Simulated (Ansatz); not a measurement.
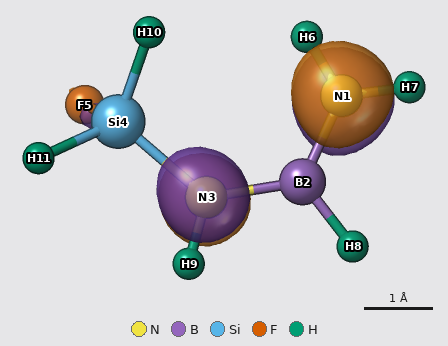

The picture shows: BFH6N2Si (SMILES NBN[SiH2]F). The HOMO at ±0.2 Å⁻³ᐟ² (orange and purple are the two phases), seen across its widest extent.

Level of theory: RKS PBE-D4/def2-SVP (Ansatz).

```yaml
atoms:
  - { symbol: N, position_ang: [-0.7890, 1.3912, 1.1678] }
  - { symbol: B, position_ang: [-0.7313, 0.1142, 0.5723] }
  - { symbol: N, position_ang: [0.2369, -0.8978, 0.9419] }
  - { symbol: Si, position_ang: [1.5049, -0.8473, 2.1224] }
  - { symbol: F, position_ang: [1.0185, -1.3884, 3.5958] }
  - { symbol: H, position_ang: [-0.1691, 1.7260, 1.9057] }
  - { symbol: H, position_ang: [-1.4702, 2.0852, 0.8679] }
  - { symbol: H, position_ang: [-1.5381, -0.1476, -0.3045] }
  - { symbol: H, position_ang: [0.1235, -1.7856, 0.4461] }
  - { symbol: H, position_ang: [1.9349, 0.5767, 2.3108] }
  - { symbol: H, position_ang: [2.6228, -1.7474, 1.6907] }
```

Describe this orbital and give its energy.

By Hirshfeld shares it lies mainly on N1 (about 45 %) and N3 (about 30 %); largely a combination of lone pairs on N1 and N3. Its energy is −5.95 eV.
